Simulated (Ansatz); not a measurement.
```xyz
11

Si   -1.7522   -0.1417   -0.7963
H     1.4246   -1.7549    2.1927
Cl   -0.5875   -1.7437   -1.2198
Cl   -1.8414    0.2419    1.1904
H    -3.1140   -0.4311   -1.2667
H     1.2124    1.6473   -0.6829
F    -1.2519    1.1349   -1.5878
H     1.0473   -1.3704    1.6746
N     1.2849    0.8650   -0.0438
H     1.4957    1.2412    0.8723
H     2.0821    0.3116   -0.3326
```

The product side of a reaction path; geometry: PBE0-D4/def2-TZVP; a saddle point, not a minimum.

Theory: Ansatz 0.2.0, RKS PBE0-D4/def2-TZVPP.

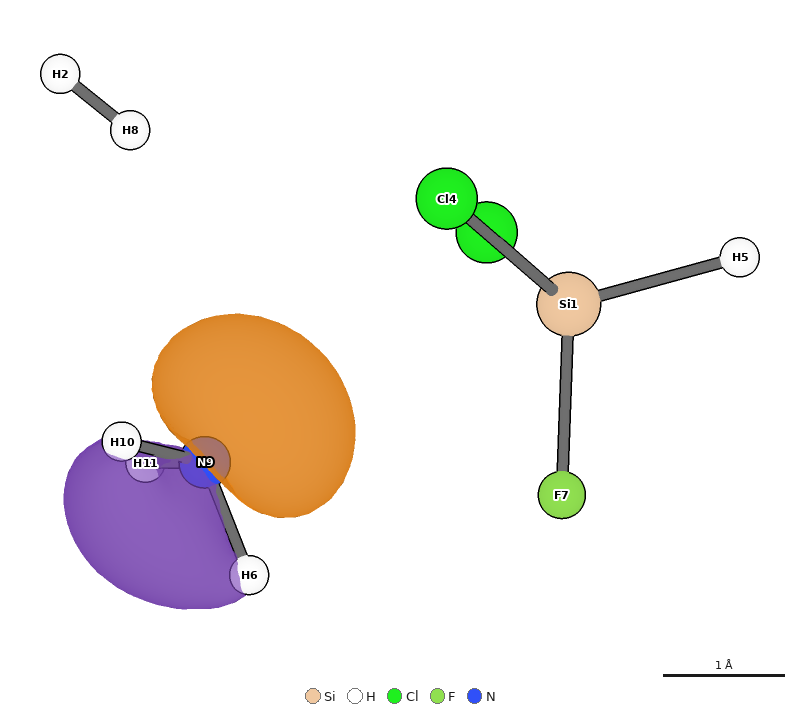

Cl$_{2}$FHSi···H$_{2}$···NH$_{3}$. The HOMO at ±0.2 Å⁻³ᐟ² (orange and purple are the two phases), seen across its widest extent.

What is the character of this orbital?

Its weight (Hirshfeld) is mainly on N9 (about 70 %); largely a lone pair of N9. Its energy is −7.78 eV.
